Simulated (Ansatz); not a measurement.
# SnHCl3O (SMILES [OH][Sn]([Cl])([Cl])[Cl]): SVWN5/def2-SVP (core potential)

What is the vertical ionisation energy of SnHCl3O at SVWN5/def2-SVP (core potential)? 

The calculation is run with Ansatz 0.2.0.

80 further runs of the same task are left out: 6 that didn't finish, 74 set aside as unsound or not needed.

### Step 1. The system as given

SnHCl3O has 6 atoms, charge 0, and is taken as a singlet. As SMILES, `[OH][Sn]([Cl])([Cl])[Cl]`. Geometry: relaxed at PBE0-D4/def2-TZVP.

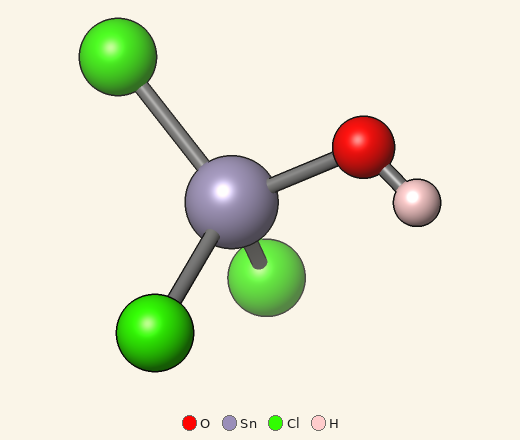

The structure, seen from a chosen angle (oxygen red, tin purple, chlorine green, hydrogen pink).

### Step 2. The energy at SVWN5/def2-SVP (core potential)

input.yaml

```yaml
crystal:
  periodic: [false, false, false]
  atoms:
    - {symbol: O, position_ang: [-0.674300, 0.477500, 1.363600]}
    - {symbol: Sn, position_ang: [0.251900, -0.201000, -0.189900]}
    - {symbol: Cl, position_ang: [1.931200, -1.529700, 0.595300]}
    - {symbol: Cl, position_ang: [-1.175400, -1.411300, -1.519500]}
    - {symbol: Cl, position_ang: [1.105000, 1.525900, -1.439200]}
    - {symbol: H, position_ang: [-1.396100, 1.074500, 1.143600]}
basis:
  gaussian:
    orbitals: def2-SVP
hamiltonian:
  xc: {name: SVWN5}
accuracy: high
output: {orbitals: {seedname: orbitals}}
```

Run with:

```bash
$ ansatz run input.yaml --threads 1 --pin off --max-ram 3480MiB --events-out events.jsonl --progress --plain --runs-dir runs
```

What it wrote:

```text
Warning: RAYON_NUM_THREADS=1 ignored (pool sized by the plan → 1); use --threads N
Functional definition: SVWN5
  name "SVWN5"
  exchange = slater_x
  correlation = vwn5_c
2082 factors; integrals over basis functions are off by at most 3.4e-9 eV
mean field evaluation 1: about -45301.8028 eV, gradient 6.0e1 eV
mean field evaluation 2: about -45190.3592 eV, gradient 1.8e2 eV
mean field evaluation 4: about -45307.5435 eV, gradient 1.9e1 eV
mean field evaluation 8: about -45308.4440 eV, gradient 1.7e-1 eV
mean field evaluation 16: about -45308.4441 eV, gradient 4.4e-5 eV
mean field -45308.44406944 eV, -1665.0546083854 hartree, gradient 6.8e-8 eV, S^2 0.000000; 0 other end points of the search recorded, 0 dependent functions left out
reference -45308.44407293 eV, -1665.0546085138 hartree; 41, 41 occupied and 58, 58 virtual orbitals, 2082 factors
Total energy: -45308.44407293 eV, -1665.0546085138 hartree
```

Run time: 6.3 s. Hardware: 1 thread of Arm Neoverse V1, shared host; peak memory 0.25 GiB.

### Step 3. The doublet cation

job.yaml

```yaml
crystal:
  periodic: [false, false, false]
  atoms:
    - {symbol: O, position_ang: [-0.674300, 0.477500, 1.363600]}
    - {symbol: Sn, position_ang: [0.251900, -0.201000, -0.189900]}
    - {symbol: Cl, position_ang: [1.931200, -1.529700, 0.595300]}
    - {symbol: Cl, position_ang: [-1.175400, -1.411300, -1.519500]}
    - {symbol: Cl, position_ang: [1.105000, 1.525900, -1.439200]}
    - {symbol: H, position_ang: [-1.396100, 1.074500, 1.143600]}
basis:
  gaussian:
    orbitals: def2-SVP
total_charge: 1
magnetization:
  spin_polarized: true
  initial_magnetization: 1
hamiltonian:
  xc: {name: SVWN5}
accuracy: high
output: {orbitals: {seedname: orbitals}}
```

Run with:

```bash
$ ansatz run job.yaml --threads 1 --pin off --max-ram 3480MiB --events-out events.jsonl --progress --plain --runs-dir runs
```

What it wrote, cut to the lines that bear on the results:

```text
Warning: RAYON_NUM_THREADS=1 ignored (pool sized by the plan → 1); use --threads N
[... 2 set-up lines as earlier in the session ...]
[...]
2081 factors; integrals over basis functions are off by at most 3.4e-9 eV
[...]
mean field -45297.67812768 eV, -1664.6589673233 hartree, gradient 7.5e-8 eV, S^2 0.751061; 20 other end points of the search recorded, 0 dependent functions left out
reference -45297.67813113 eV, -1664.6589674499 hartree; 41, 40 occupied and 58, 59 virtual orbitals, 2081 factors
Total energy: -45297.67813113 eV, -1664.6589674499 hartree
```

Wall time 41 s (1 thread of Arm Neoverse V1, shared host); peak memory 0.32 GiB.

### Step 4. Summary of results

At SVWN5/def2-SVP (core potential):

| quantity | value |
| --- | --- |
| singlet SnHCl3O: total energy | -1665.05461 Eh |
| singlet SnHCl3O: HOMO energy | -7.83 eV |
| singlet SnHCl3O: LUMO energy | -3.74 eV |
| singlet SnHCl3O: HOMO–LUMO gap | 4.08 eV |
| doublet cation: total energy | -1664.65897 Eh |
| doublet cation: HOMO energy (highest over α and β) | -13.51 eV |
| doublet cation: ⟨S²⟩ | 0.751 |
| vertical ionisation energy (to the doublet cation) | 10.766 eV |

The vertical ionisation energy comes to 10.77 eV (1039 kJ/mol). −ε(HOMO) before ionisation, 7.83 eV, is 2.94 eV below this ionisation energy.
